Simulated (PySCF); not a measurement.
# One shape, several levels: doublet BPH5

Wanted: a comparison of 6 runs (U-wB97X-V/STO-3G, UB2PLYP/STO-3G, UPBE/STO-3G, UMP2/STO-3G, UCCSDT/STO-3G, UCCSD(T)/STO-3G) of doublet BPH5. Input form: a Python script.

The results are computed with PySCF 2.14.0.

2 further runs of the same task are left out: 2 set aside as unsound or not needed.

**1. The structure to begin with**

The species is BPH5 (7 atoms), meant as a doublet with charge 0. As SMILES of the parent species, `[BH3-]P`. The coordinates come from a GFN2-xTB relaxation. That shape belongs to the parent species and isn't relaxed for this state.

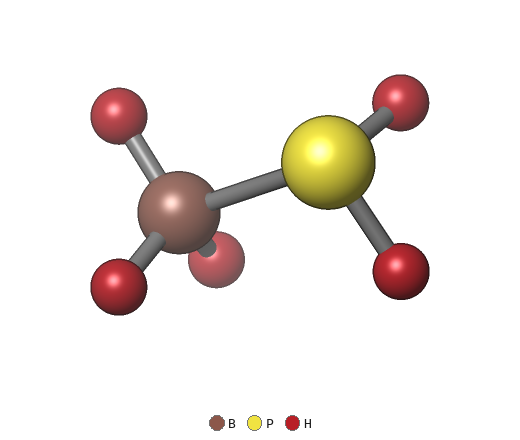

Viewed from a chosen angle; boron brown, phosphorus yellow, hydrogen red.

**2. The energy at U-wB97X-V/STO-3G (run 1)**

calc.py reads:

```python
from pyscf import gto, dft

mol = gto.Mole()
mol.atom = '''
B     -0.506120    -0.519900    -0.363840
P      0.697480     0.300190     0.995330
H     -1.584360    -0.644230     0.174420
H     -0.027360    -1.601150    -0.627340
H     -0.557520     0.205550    -1.330350
H      0.219110     1.599520     0.971100
H      1.758760     0.660030     0.180690
'''
mol.max_memory = 1860
mol.basis = 'sto-3g'
mol.verbose = 4
mol.spin = 1
mol.build()

mf = dft.UKS(mol, xc='wb97x-v')
mf.nlcgrids.level = 1
mf.grids.level = 5
mf.conv_tol = 1e-10
mf.kernel()
if not mf.converged:
    mf = mf.newton().run(mf.mo_coeff, mf.mo_occ)

etot = mf.e_tot
print('E = %.10f Eh' % etot)
```

On the command line:

```bash
$ OMP_NUM_THREADS=1 python calc.py
```

Output:

```text
PySCF version 2.14.0

[... 67 lines left out ...]
WARN: HOMO -0.215325991821772 >= LUMO -0.215325991821773
[... 50 lines left out ...]
converged SCF energy = -364.885113053686  <S^2> = 0.75250725  2S+1 = 2.0025057
E = -364.8851130537 Eh
```

Wall time 28 s (1 thread of Arm Neoverse V2, shared host); peak memory 0.21 GiB.

**3. A single-point energy at UB2PLYP/STO-3G (run 2)**

calc.py reads:

```python
from pyscf import gto, dft, mp

mol = gto.Mole()
mol.atom = '''
B     -0.956428    -0.982469    -0.687558
P      1.318046     0.567277     1.880901
H     -2.994006    -1.217418     0.329606
H     -0.051703    -3.025735    -1.185501
H     -1.053560     0.388433    -2.513997
H      0.414058     3.022655     1.835113
H      3.323575     1.247276     0.341455
'''
mol.verbose = 3
mol.basis = 'sto-3g'
mol.max_memory = 1860
mol.unit = 'bohr'
mol.spin = 1
mol.build()

mf = dft.UKS(mol, xc='0.53*HF + 0.47*B88, 0.73*LYP')
mf.grids.level = 5
mf.conv_tol = 1e-10
mf.kernel()
if not mf.converged:
    mf = mf.newton().run(mf.mo_coeff, mf.mo_occ)

pt = mp.MP2(mf, frozen=6).run()
e_tot = mf.e_tot + 0.27 * pt.e_corr
print('PT2 part  %.8f' % (0.27 * pt.e_corr))
print('E(%s) = %.9f' % ('B2PLYP', e_tot))
```

On the command line:

```bash
$ OMP_NUM_THREADS=1 python calc.py
```

Output:

```text
converged SCF energy = -364.693001828866  <S^2> = 0.75362711  2S+1 = 2.0036238
E(UMP2) = -364.790068955841  E_corr = -0.0970671269749381
E(SCS-UMP2) = -364.804304320846  E_corr = -0.111302491979585
PT2 part  -0.02620812
E(B2PLYP) = -364.719209953
```

Run time: 4.8 s. Hardware: 1 thread of Arm Neoverse V2, shared host; peak memory 0.21 GiB.

Runs 3 to 4 aren't shown in full; the table further down has their settings and results.

**4. A single-point energy at UCCSDT/STO-3G (run 5)**

input.py reads:

```python
from pyscf import gto, scf, cc

molecule = gto.M(
    atom='''
B   -0.506120  -0.519900  -0.363840
P    0.697480   0.300190   0.995330
H   -1.584360  -0.644230   0.174420
H   -0.027360  -1.601150  -0.627340
H   -0.557520   0.205550  -1.330350
H    0.219110   1.599520   0.971100
H    1.758760   0.660030   0.180690
''',
    basis='sto-3g',
    spin=1,
    max_memory=1860,
    verbose=3,
)

mf = scf.UHF(molecule)
mf.conv_tol = 1e-10
mf.kernel()
if not mf.converged:
    mf = mf.newton().run(mf.mo_coeff, mf.mo_occ)

mycc = cc.CCSDT(mf, frozen=6)
mycc.kernel()
e_tot = mycc.e_tot
print(f'total energy: {e_tot:.8f} hartree')
```

On the command line:

```bash
$ OMP_NUM_THREADS=1 python input.py
```

Output:

```text
converged SCF energy = -364.108593114544  <S^2> = 0.75675636  2S+1 = 2.006745
_make_eris_incore_UCCSDT

WARN: A large `blksize_v_aaa` is being used, which may cause large memory consumption
      for storing contraction intermediates. If memory is sufficient, consider using
      `pyscf.cc.uccsdt_highm.UCCSDT` instead.

WARN: A large `blksize_v_aab` is being used, which may cause large memory consumption
      for storing contraction intermediates. If memory is sufficient, consider using
      `pyscf.cc.uccsdt_highm.UCCSDT` instead.

UCCSDT converged
E(UCCSDT) = -364.2183408052751   E_corr = -0.1097476907309282
E_corr(same-spin) = -0.00403285368963412
E_corr(oppo-spin) = -0.105714837041294
total energy: -364.21834081 hartree
```

It took 2.2 s on 1 thread of Arm Neoverse V2, shared host; peak memory 0.11 GiB.

**5. A single-point energy at UCCSD(T)/STO-3G (run 6)**

input.py reads:

```python
from pyscf import gto, cc

system = gto.M(
    atom='''
B     -0.956428    -0.982469    -0.687558
P      1.318046     0.567277     1.880901
H     -2.994006    -1.217418     0.329606
H     -0.051703    -3.025735    -1.185501
H     -1.053560     0.388433    -2.513997
H      0.414058     3.022655     1.835113
H      3.323575     1.247276     0.341455
''',
    verbose=3,
    spin=1,
    max_memory=1860,
    basis='sto-3g',
    unit='bohr',
)

mf = system.UHF()
mf.conv_tol = 1e-10
mf.kernel()
if not mf.converged:
    mf = mf.newton().run(mf.mo_coeff, mf.mo_occ)

mycc = cc.CCSD(mf, frozen=6)
mycc.kernel()
e_t = mycc.ccsd_t()
energy = mycc.e_tot + e_t
print('E = %.10f Eh' % energy)
```

On the command line:

```bash
$ OMP_NUM_THREADS=1 python input.py
```

Output:

```text
converged SCF energy = -364.108593167935  <S^2> = 0.75675636  2S+1 = 2.006745
E(UCCSD) = -364.2172817895467  E_corr = -0.1086886216118135
UCCSD(T) correction = -0.000749862437997553
E = -364.2180316520 Eh
```

It took 0.68 s on 1 thread of Arm Neoverse V2, shared host; peak memory 0.12 GiB.

**6. Overview of the runs**

```
run             level  nlc grid  frozen core orbitals  energy (Eh)  dipole moment (D) of the reference  HOMO energy (eV)  LUMO energy (eV)  wall time
  1  U-wB97X-V/STO-3G         1                     –  -364.885113                                4.71             -8.78             -0.82       28 s
  2    UB2PLYP/STO-3G         –                     6  -364.719210                                4.76             -7.60             -1.34      4.8 s
  3       UPBE/STO-3G         –                     –  -364.714242                                4.26             -4.75             -3.97      4.8 s
  4       UMP2/STO-3G         –                     6  -364.183540                                5.05             -9.58              1.82     0.58 s
  5     UCCSDT/STO-3G         –                     6  -364.218341                                5.05             -9.58              1.82      2.2 s
  6   UCCSD(T)/STO-3G         –                     6  -364.218032                                5.05             -9.58              1.82     0.68 s
```

**7. Results**

```
                                                         quantity          value
                                              run 6: total energy  -364.21803 Eh
                      run 6: dipole moment (Hartree–Fock density)         5.05 D
run 6: HOMO energy (Hartree–Fock orbitals) (highest over α and β)       -9.58 eV
 run 6: LUMO energy (Hartree–Fock orbitals) (lowest over α and β)        1.82 eV
               run 6: correlation energy (6 core orbitals frozen)     -109.4 mEh
                                            run 6: (T) correction      -0.75 mEh
                         run 6: ⟨S²⟩ of the reference determinant          0.757
                                             run 6: T1 diagnostic          0.011
```

**Reading.** Over runs 1, 2, 3 the dipole moment (its size) runs from 4.26 D (UPBE/STO-3G) to 4.76 D (UB2PLYP/STO-3G). A double hybrid's value is that of its SCF part. Totals of different functionals can't be ranked against each other. In runs 1, 2, 3, 4, 5, 6 the basis is minimal, so the values are rough. All runs together took 41 s, the longest 28 s.
